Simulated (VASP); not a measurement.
Band structure of PbO2 (rutile). Computed with r2SCAN meta-GGA with spin-orbit coupling, VASP's PBE PAW potentials (set 64) (plane waves; VASP 6.6.1).

The path is coarsely sampled, so an indirect gap can come out somewhat too large.

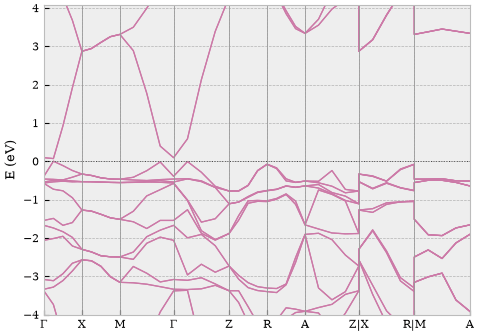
Fig. 1. Bands along high-symmetry lines, zero at the valence-band maximum or, without a gap, the Fermi level

Problem. Read the plot: is there a gap, and where are the band edges?

Solution. The gap is direct, 0.07 eV, from the valence maximum at Γ-X at 0.25 to the conduction minimum at Γ-X at 0.25.

The compound is PbO2 in the rutile structure. It was relaxed first.
